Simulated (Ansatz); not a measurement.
# Fields on a plane of Sn (space group I4/mmm)

```
Sn
1.0
   -3.99945     3.99945     2.31381
    3.99945    -3.99945     2.31381
    3.99945     3.99945    -2.31381
Sn
4
Direct
  0.17843   0.17843   0.35686
  0.17843   0.82157   0.00000
  0.82157   0.17843   0.00000
  0.82157   0.82157   0.64314
```

The slice is a (-1 1 0) plane (indices of the conventional cell) through the point (0.822, 0.822, 0.643) (fractional), spanned by u = [110] and v = [112] in vectors of this cell: u (4.63 Å) and v (11.31 Å, at 90° to u). It covers one period; positions are fractions (u, v).

Atoms on it: Sn at (0.00, 0.36); Sn at (0.50, 0.86); Sn at (0.00, 0.00); Sn at (0.50, 0.50).

Level of theory: PBEsol (plane waves to 420 eV, PAW, scalar-relativistic; Ansatz, a quantum-chemistry and plane-wave program). k mesh 12×12×12. Inside the PAW spheres the values are not all-electron values, and peaks at nuclei hang on which shells count as valence. Sn was relaxed with its symmetry unable to fall. This is one of several known forms of Sn; the measured ambient cells at hand have space group No. 141 or 227.

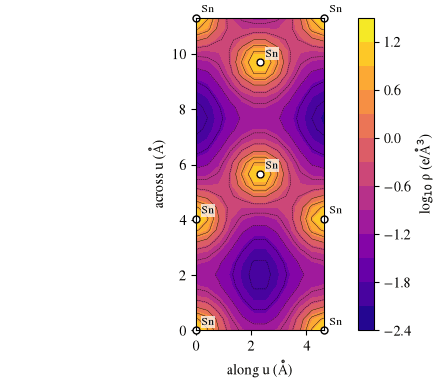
Figure. Log₁₀ of the valence density in e/Å³, one period of the plane, atoms marked. The scale is logarithmic, as a density can span decades between atoms and voids.

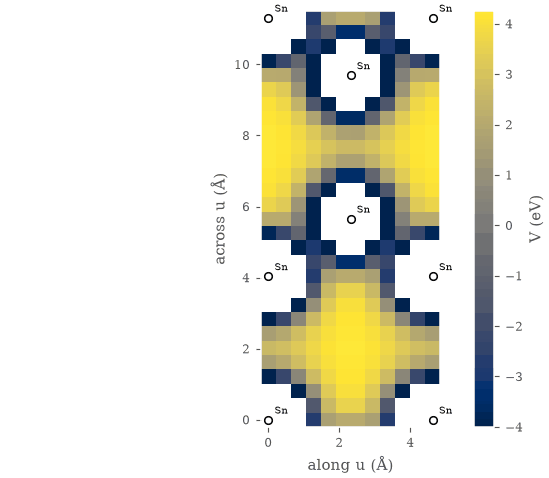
Figure. Electrostatic potential energy of an electron, from the cell's mean, in eV, one period of the plane, atoms marked. Points within 1 Å of a nucleus are left white, as the pseudised field means little there. Values under -4 eV are set to -4. The zero, the cell's mean, hangs on the PAW cores.
